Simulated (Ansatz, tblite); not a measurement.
**Si(OtBu)H3 (C₄H₁₂OSi): rung by rung**

How do method and basis change the picture of Si(OtBu)H3 (C₄H₁₂OSi) (singlet)?

Computed with Ansatz 0.2.0, Gaussian basis. Level: as each input shows.

The runs, in order: GFN1-xTB, GFN2-xTB, PBE-D4/def2-TZVP, r2SCAN-D4/def2-TZVP, BLYP-D4/def2-TZVP, ωB97M-V/def2-TZVP, LDA/def2-TZVP, PBE-D4/def2-SVP, PBE0-D4/def2-SVP, HF/STO-3G, CCSD(T)/def2-SVP, MP2/def2-TZVP.

2 further runs of the same task are left out: 2 set aside as unsound or not needed.

## (1) The geometry

The singlet was relaxed beforehand with PBE-D4/def2-SVP.

18 atoms, charge 0, spin multiplicity 1.

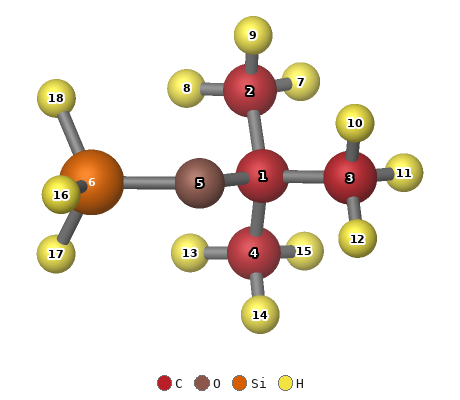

The structure; carbon red, oxygen brown, silicon orange, hydrogen yellow; atoms are numbered from 1 in the order of the file.

PBE0-D4/def2-TZVP was run before; its log isn't repeated, and its numbers join the tables.

## (2) GFN1-xTB

Tight binding, by tblite at 300 K electronic temperature and without a spin-polarisation term:

```python
tblite.interface.Calculator('GFN1-xTB', numbers, positions, charge=0, uhf=0).singlepoint()
```

Energy -587.5256 eV, HOMO -12.13 eV, LUMO -5.02 eV; 0.008 s.

## (3) GFN2-xTB

Tight binding, by tblite at 300 K electronic temperature and without a spin-polarisation term:

```python
tblite.interface.Calculator('GFN2-xTB', numbers, positions, charge=0, uhf=0).singlepoint()
```

Energy -558.9030 eV, HOMO -10.96 eV, LUMO -4.55 eV; 0.005 s.

## (4) PBE-D4/def2-TZVP

start.molden holds the orbitals of an earlier run on this state, given as this run's starting guess.

The input, in.yaml:

```yaml
crystal:
  periodic: [false, false, false]
  atoms:
    - {symbol: C, position_ang: [-0.091813, 0.008564, 0.449150]}
    - {symbol: C, position_ang: [-0.955529, -1.215224, 0.113211]}
    - {symbol: C, position_ang: [0.357091, -0.033904, 1.913889]}
    - {symbol: C, position_ang: [-0.849051, 1.310759, 0.153067]}
    - {symbol: O, position_ang: [1.129445, -0.027409, -0.319086]}
    - {symbol: Si, position_ang: [1.336666, -0.056606, -1.982853]}
    - {symbol: H, position_ang: [-1.864931, -1.241877, 0.746669]}
    - {symbol: H, position_ang: [-1.284665, -1.197807, -0.946173]}
    - {symbol: H, position_ang: [-0.385187, -2.150207, 0.281959]}
    - {symbol: H, position_ang: [0.933013, -0.959903, 2.108996]}
    - {symbol: H, position_ang: [-0.513261, -0.005796, 2.599353]}
    - {symbol: H, position_ang: [1.012170, 0.831311, 2.136245]}
    - {symbol: H, position_ang: [-1.168764, 1.356898, -0.908048]}
    - {symbol: H, position_ang: [-0.203630, 2.188015, 0.357232]}
    - {symbol: H, position_ang: [-1.758056, 1.391200, 0.782614]}
    - {symbol: H, position_ang: [2.821360, -0.053440, -2.190968]}
    - {symbol: H, position_ang: [0.736220, 1.144516, -2.670908]}
    - {symbol: H, position_ang: [0.748921, -1.289069, -2.624339]}
basis:
  gaussian: {orbitals: def2-TZVP, initial_orbitals: start.molden}
hamiltonian: {xc: pbe, dispersion: d4}
scf: {omitted_lower_state_checks: [starts]}
output: {forces: true, orbitals: {seedname: orbitals}}
```

The run is started by

```bash
$ ansatz run in.yaml --threads 4 --pin off --events-out ev --progress --plain --max-ram 4787MiB
```

What it wrote, cut to the lines that bear on the results:

```text
Functional definition: PBE
  name "PBE"
  cite "Perdew, Burke & Ernzerhof, Phys. Rev. Lett. 77, 3865 (1996) doi:10.1103/PhysRevLett.77.3865"
  parent pbe
[...]
1651 factors; their error is unknown
[...]
mean field -14259.52255826 eV, -524.0277885645 hartree, gradient 2.5e-5 eV, S^2 0.000000; 0 other end points of the search recorded, 0 dependent functions left out
[...]
reference -14259.52261140 eV, -524.0277905174 hartree; 29, 29 occupied and 235, 235 virtual orbitals, 1651 factors
Total energy: -14259.93670552 eV, -524.0430081955 hartree
Atom 0 at    -0.091813     0.008564     0.449150 Å, force    -0.211743     0.005869     0.079728 eV/Å
Atom 1 at    -0.955529    -1.215224     0.113211 Å, force    -0.117902    -0.158061    -0.050029 eV/Å
Atom 2 at     0.357091    -0.033904     1.913889 Å, force     0.087406    -0.007099     0.169512 eV/Å
Atom 3 at    -0.849051     1.310759     0.153067 Å, force    -0.103437     0.170118    -0.047733 eV/Å
Atom 4 at     1.129445    -0.027409    -0.319086 Å, force     0.230075    -0.011386    -0.614521 eV/Å
Atom 5 at     1.336666    -0.056606    -1.982853 Å, force    -0.069449     0.002779     0.365444 eV/Å
Atom 6 at    -1.864931    -1.241877     0.746669 Å, force     0.239481     0.018240    -0.151126 eV/Å
Atom 7 at    -1.284665    -1.197807    -0.946173 Å, force     0.088252     0.006093     0.264397 eV/Å
Atom 8 at    -0.385187    -2.150207     0.281959 Å, force    -0.137231     0.242744    -0.037921 eV/Å
Atom 9 at     0.933013    -0.959903     2.108996 Å, force    -0.156317     0.227564    -0.044258 eV/Å
Atom 10 at    -0.513261    -0.005796     2.599353 Å, force     0.214593    -0.006766    -0.187077 eV/Å
Atom 11 at     1.012170     0.831311     2.136245 Å, force    -0.175757    -0.211575    -0.051831 eV/Å
Atom 12 at    -1.168764     1.356898    -0.908048 Å, force     0.083572    -0.022443     0.265995 eV/Å
Atom 13 at    -0.203630     2.188015     0.357232 Å, force    -0.157323    -0.228794    -0.045377 eV/Å
Atom 14 at    -1.758056     1.391200     0.782614 Å, force     0.239768    -0.032780    -0.149836 eV/Å
Atom 15 at     2.821360    -0.053440    -2.190968 Å, force    -0.144706     0.001195     0.056775 eV/Å
Atom 16 at     0.736220     1.144516    -2.670908 Å, force     0.045413    -0.120920     0.091837 eV/Å
Atom 17 at     0.748921    -1.289069    -2.624339 Å, force     0.045306     0.125222     0.086022 eV/Å
Dipole moment:    -0.255431     0.005506     0.104749 e Å
Checks for a lower state left out: starts
```

Run time: 3.3 s. Hardware: 4 threads of Arm Neoverse V2, shared host.

HOMO -6.48 eV, LUMO -0.47 eV.

## (5) r2SCAN-D4/def2-TZVP

in.yaml, as its differences from that of step 4:

```diff
@@ -23,4 +23,4 @@
   gaussian: {orbitals: def2-TZVP, initial_orbitals: start.molden}
-hamiltonian: {xc: pbe, dispersion: d4}
+hamiltonian: {xc: r2scan, dispersion: d4}
 scf: {omitted_lower_state_checks: [starts]}
-output: {forces: true, orbitals: {seedname: orbitals}}
+output: {orbitals: {seedname: orbitals}}
```

Launched as before.

What it wrote:

```text
Functional definition: r2SCAN
  name "r2SCAN"
  cite "Furness, Kaplan, Ning, Perdew & Sun, J. Phys. Chem. Lett. 11, 8208 (2020) doi:10.1021/acs.jpclett.0c02405"
  cite "Furness, Kaplan, Ning, Perdew & Sun, J. Phys. Chem. Lett. 11, 9248 (2020) doi:10.1021/acs.jpclett.0c03077"
  parent r2scan
  parameter k0 = 0.174
  parameter k1 = 0.065
  parameter a1 = 4.9479
  exchange = r2scan_x(k0 = k0, k1 = k1, a1 = a1)
  correlation = r2scan_c
these checks for a lower state are left out or cut short: starts
1651 factors; their error is unknown
mean field evaluation 1: about -14267.7438 eV, gradient 6.5e0 eV
mean field evaluation 2: about -14267.7910 eV, gradient 4.9e-2 eV
mean field evaluation 4: about -14267.7415 eV, gradient 5.1e-4 eV
mean field -14267.74153667 eV, -524.3298304501 hartree, gradient 1.0e-5 eV, S^2 0.000000; 0 other end points of the search recorded, 0 dependent functions left out
reference -14267.74155216 eV, -524.3298310193 hartree; 29, 29 occupied and 235, 235 virtual orbitals, 1651 factors
Total energy: -14267.85250689 eV, -524.3339085304 hartree
Checks for a lower state left out: starts
```

Wall time 6 s (4 threads of Arm Neoverse V2, shared host).

Report: HOMO -6.80 eV, LUMO -0.03 eV.

## (6) BLYP-D4/def2-TZVP

in.yaml, as its differences from that of step 5:

```diff
@@ -23,3 +23,3 @@
   gaussian: {orbitals: def2-TZVP, initial_orbitals: start.molden}
-hamiltonian: {xc: r2scan, dispersion: d4}
+hamiltonian: {xc: {name: BLYP}, dispersion: d4}
 scf: {omitted_lower_state_checks: [starts]}
```

The command is unchanged.

What it wrote:

```text
Functional definition: BLYP
  name "BLYP"
  cite "Becke, Phys. Rev. A 38, 3098 (1988) doi:10.1103/PhysRevA.38.3098"
  cite "Lee, Yang & Parr, Phys. Rev. B 37, 785 (1988) doi:10.1103/PhysRevB.37.785"
  parameter beta = 0.0042
  parameter a = 0.04918
  parameter b = 0.132
  parameter c = 0.2533
  parameter d = 0.349
  exchange = b88_x(beta = beta)
  correlation = lyp_c(a = a, b = b, c = c, d = d)
these checks for a lower state are left out or cut short: starts
1651 factors; their error is unknown
mean field evaluation 1: about -14268.6387 eV, gradient 1.7e1 eV
mean field evaluation 2: about -14268.9695 eV, gradient 2.7e-1 eV
mean field evaluation 4: about -14268.9151 eV, gradient 8.4e-4 eV
mean field -14268.91512776 eV, -524.3729591270 hartree, gradient 1.1e-5 eV, S^2 0.000000; 0 other end points of the search recorded, 0 dependent functions left out
reference -14268.91557997 eV, -524.3729757456 hartree; 29, 29 occupied and 235, 235 virtual orbitals, 1651 factors
Total energy: -14269.82090500 eV, -524.4062458266 hartree
Checks for a lower state left out: starts
```

It took 3 s on 4 threads of Arm Neoverse V2, shared host.

Report: HOMO -6.39 eV, LUMO -0.35 eV.

## (7) ωB97M-V/def2-TZVP

in.yaml, as its differences from that of step 6:

```diff
@@ -23,3 +23,3 @@
   gaussian: {orbitals: def2-TZVP, initial_orbitals: start.molden}
-hamiltonian: {xc: {name: BLYP}, dispersion: d4}
+hamiltonian: {xc: {name: wB97M-V}}
 scf: {omitted_lower_state_checks: [starts]}
```

The command is unchanged.

What it wrote, cut to the lines that bear on the results:

```text
Functional definition: wB97M-V
  name "wB97M-V"
  cite "Mardirossian & Head-Gordon, J. Chem. Phys. 144, 214110 (2016) doi:10.1063/1.4952647"
  cite "Becke, J. Chem. Phys. 107, 8554 (1997) doi:10.1063/1.475007"
  cite "Vydrov & Van Voorhis, J. Chem. Phys. 133, 244103 (2010) doi:10.1063/1.3521275"
  # Of w^i u^j: cxij and so on, Table III.
[...]
  gx(w, u) = 1 - cx + cx01*u + cx10*w
  gss(w, u) = css00 + css04*u^4 + css10*w + css20*w^2 + css43*w^4*u^3
  gos(w, u) = cos00 + cos10*w + (cos20 + cos21*u)*w^2 + (cos60 + cos61*u)*w^6
[...]
      + integral(e_c_pw_mod_opposite_spin*gos(b97_w_opposite, b97_u_opposite)) + vv10(b, c)
[...]
1651 factors; their error is unknown
487 factors; integrals over basis functions are off by at most 1.3e-5 eV
[...]
mean field -14268.28681974 eV, -524.3498692332 hartree, gradient 2.1e-5 eV, S^2 0.000000; 0 other end points of the search recorded, 0 dependent functions left out
reference -14268.28688166 eV, -524.3498715088 hartree; 29, 29 occupied and 235, 235 virtual orbitals, 1651 factors
Total energy: -14268.28688166 eV, -524.3498715088 hartree
Checks for a lower state left out: starts
```

Run time: 13 s. Hardware: 4 threads of Arm Neoverse V2, shared host; peak memory 1 GiB.

HOMO -10.32 eV, LUMO 1.97 eV.

## (8) LDA/def2-TZVP

in.yaml, as its differences from that of step 7:

```diff
@@ -23,3 +23,3 @@
   gaussian: {orbitals: def2-TZVP, initial_orbitals: start.molden}
-hamiltonian: {xc: {name: wB97M-V}}
+hamiltonian: {xc: lda}
 scf: {omitted_lower_state_checks: [starts]}
```

Same command.

What it wrote:

```text
Functional definition: SPW92
  name "SPW92"
  cite "Dirac, Proc. Camb. Phil. Soc. 26, 376 (1930) doi:10.1017/S0305004100016108"
  cite "Slater, Phys. Rev. 81, 385 (1951) doi:10.1103/PhysRev.81.385"
  cite "Perdew & Wang, Phys. Rev. B 45, 13244 (1992) doi:10.1103/PhysRevB.45.13244"
  exchange = slater_x
  correlation = pw_c
these checks for a lower state are left out or cut short: starts
1651 factors; their error is unknown
mean field evaluation 1: about -14183.7964 eV, gradient 4.2e1 eV
mean field evaluation 2: about -14184.4187 eV, gradient 8.9e-1 eV
mean field evaluation 4: about -14184.3772 eV, gradient 6.3e-1 eV
mean field evaluation 8: about -14184.3778 eV, gradient 2.2e-5 eV
mean field -14184.37783411 eV, -521.2662708871 hartree, gradient 2.2e-5 eV, S^2 0.000000; 0 other end points of the search recorded, 0 dependent functions left out
reference -14184.37788283 eV, -521.2662726774 hartree; 29, 29 occupied and 235, 235 virtual orbitals, 1651 factors
Total energy: -14184.37788283 eV, -521.2662726774 hartree
Checks for a lower state left out: starts
```

Wall time 1.8 s (4 threads of Arm Neoverse V2, shared host).

HOMO -6.61 eV, LUMO -0.75 eV.

(Part 1 of 2 ends here.)
